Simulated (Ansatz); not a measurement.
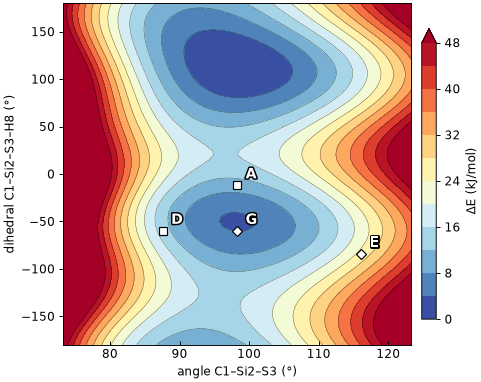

CH5SSi, SMILES C[SiH-]S, charge −1. The first coordinate is: angle C1–Si2–S3; the second: dihedral C1–Si2–S3–H8. Nothing is relaxed (all other coordinates rigid). The scan uses a 15 × 15 grid. Points are written as (first, second). Energies: kJ/mol, counted from the relaxed molecule at the same level. Level of theory: RKS PBE-D4/def2-SVPD (Ansatz).

In the figure: filled contours, one colour for all values above the top of the scale, lettered points. Between grid points the surface is interpolated.

**Is G the lowest point of the computed grid?**

No. G lies 3.9 kJ/mol above the lowest grid point, which is at (98.3°, 108°). It is a local minimum.

**Rank the lettered points by energy, lowest first.**

G (4.0 kJ/mol), A (10.1 kJ/mol), D (14.2 kJ/mol), E (25.3 kJ/mol).
